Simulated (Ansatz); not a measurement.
Fields on a plane of Nb3Ir (A15, Cr3Si type)

```xyz
8
Lattice="5.0805 0.0000 0.0000 0.0000 5.0805 0.0000 0.0000 0.0000 5.0805" Properties=species:S:1:pos:R:3 pbc="T T T"
Nb     2.5402     1.2701     0.0000
Nb     2.5402     3.8103     0.0000
Nb     1.2701     0.0000     2.5402
Nb     3.8103     0.0000     2.5402
Nb     0.0000     2.5402     1.2701
Nb     0.0000     2.5402     3.8103
Ir     2.5402     2.5402     2.5402
Ir     0.0000     0.0000     0.0000
```

The slice is a {110} plane (indices of the conventional cell) through the point (0.000, 0.000, 0.000) (fractional), spanned by u = [100] and v = [011] in vectors of this cell: u (5.08 Å) and v (7.18 Å, at 90° to u). It covers one period; positions are fractions (u, v).

Atoms on it: Ir at (0.50, 0.50); Ir at (0.00, 0.00). Other atoms lie within 1 Å of the plane.

Level of theory: LDA (plane waves to 420 eV, PAW, scalar-relativistic; Ansatz, a quantum-chemistry and plane-wave program). k mesh 9×9×9. These are valence fields of a PAW run, semicore shells included where kept as valence: close to a nucleus they are smooth pseudo fields. Nb3Ir is run without spin polarisation. Nb3Ir was relaxed with its symmetry unable to fall. Spin-orbit coupling is left out, though Ir is heavy.

```
|9999886633111111112222221111111133668899|
|9988774422111111223333332211111122447788|
|6655443311110011223344332211001111334455|
|3333221111000011223344332211000011112233|
|1111110000000000112233221100000000001111|
|1111000000000000111111111100000000000011|
|1100000000000000000011000000000000000000|
|1111110000000000001111110000000000001111|
|3322110000000000111111111100000000001122|
|4433221100001111223333332211110000112233|
|4433221100111133445566554433111100112233|
|3333221111112244778899887744221111112233|
|2222111111113366889999998866331111111122|
|2222111111223366999999999966332211111122|
|2222111111113366889999998866331111111122|
|3333221111112244778899887744221111112233|
|4433221100111133445566554433111100112233|
|4433221100001111223333332211110000112233|
|3322110000000000111111111100000000001122|
|1111110000000000001111110000000000001111|
|1100000000000000000011000000000000000000|
|1111000000000000111111111100000000000011|
|1111110000000000112233221100000000001111|
|3333221111000011223344332211000011112233|
|6655443311110011223344332211001111334455|
|9988774422111111223333332211111122447788|
|9999886633111111112222221111111133668899|
|9999996633221111112222221111112233669999|
```
Scale: ten equal steps from -0.72 (start of '0') to 0.95 (end of '9'), in the order '0123456789'. Values: log₁₀ of the valence density in e/Å³. The map has 20 points along u (two characters each, u = 0 at the left) and 28 along v (v = 0 in the bottom row). The scale is logarithmic, as a density can span decades between atoms and voids.

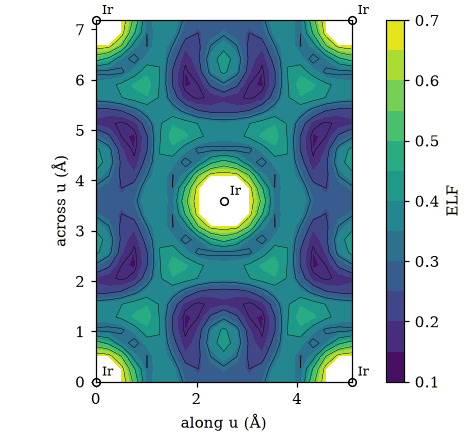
Fig. 1. Electron localisation function (ELF), one period of the plane, atoms marked. Points within 0.5 Å of a nucleus are left white, as the pseudised field means little there.
